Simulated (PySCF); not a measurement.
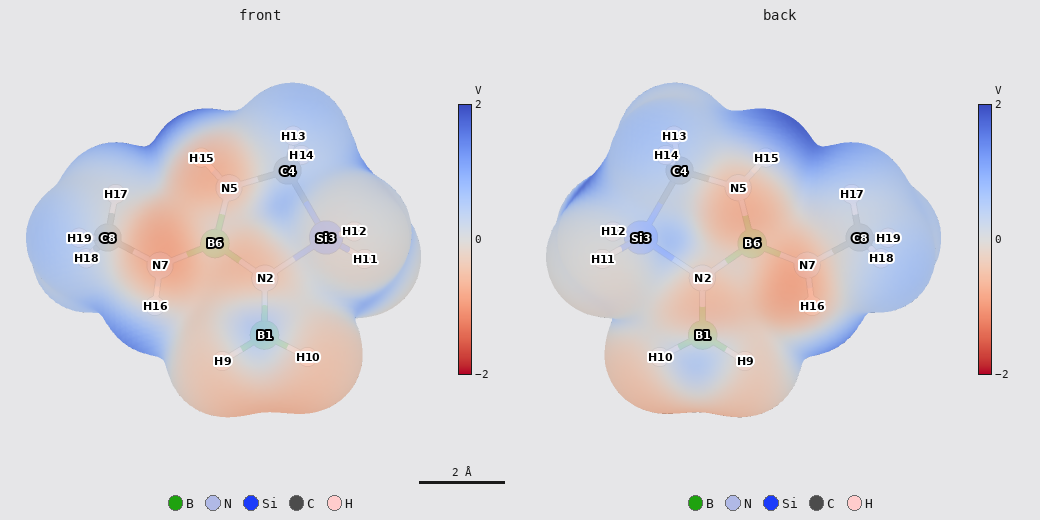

The picture shows: C2H11B2N3Si. The molecular electrostatic potential painted on the density surface at 0.002 e/bohr³, seen from the front and from behind; the colour scale runs from red (negative) to blue (positive).

Geometry: GFN2-xTB.

Level of theory: PBE0/pcSseg-1, SCF density, gas phase, non-relativistic in PySCF.

| atom | x (Å) | y (Å) | z (Å) |
| --- | --- | --- | --- |
| B | -0.6612 | 2.3530 | 0.2564 |
| N | -0.7879 | 0.9630 | 0.1694 |
| Si | -2.3141 | 0.1207 | 0.3036 |
| C | -1.5462 | -1.6135 | 0.0783 |
| N | -0.1347 | -1.3408 | -0.0958 |
| B | 0.3114 | -0.0092 | -0.0463 |
| N | 1.6479 | 0.3893 | -0.1801 |
| C | 2.8229 | -0.4187 | -0.3866 |
| H | 0.3831 | 2.8824 | 0.1534 |
| H | -1.6263 | 2.9987 | 0.4348 |
| H | -3.2339 | 0.4824 | -0.7819 |
| H | -2.9268 | 0.2981 | 1.6256 |
| H | -1.7098 | -2.2643 | 0.9455 |
| H | -1.9478 | -2.1451 | -0.7921 |
| H | 0.4515 | -2.1465 | -0.2368 |
| H | 1.8525 | 1.3737 | -0.1281 |
| H | 2.5436 | -1.4683 | -0.4398 |
| H | 3.3281 | -0.1507 | -1.3213 |
| H | 3.5381 | -0.2950 | 0.4345 |

**Where is the surface potential most negative and most positive?**

The most negative region (about −0.8 V, or −18 kcal/mol for a unit charge) lies over N7, the most positive (about +1.6 V, or +37 kcal/mol for a unit charge) over H15.
